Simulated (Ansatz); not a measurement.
# A computed series for InSe: pressure series

The parent structure is InSe in the beta-GaS type structure (space group P6_3/mmc, No. 194; a = 4.032 Å, c = 16.764 Å; layered, stacked along the Cartesian z axis).

Cell and atoms are relaxed at each pressure.

The values are results of PBE-D3(BJ) (Ansatz, a quantum-chemistry and plane-wave program), spin-orbit coupling left out, not measurements.

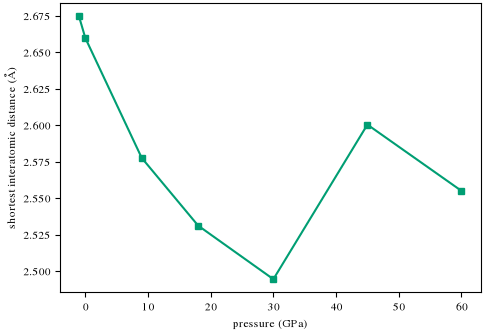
Figure. Shortest interatomic distance against pressure

```tsv
pressure (GPa)	shortest interatomic distance
-1	267.5 pm
9	257.8 pm
18	253.1 pm
30	249.4 pm
45	260.0 pm
60	255.5 pm
```

The mesh was chosen for an insulator and is coarse for the gapless case. From pressure 45 GPa on, the axis ratios lie over 15 % from the base's, so the cell there is far from its starting form. Load acts through the strain it causes; cell and atoms are relaxed under it. No phonon test of stability was made. No other phases were tried under pressure. All final runs are without spin polarisation.
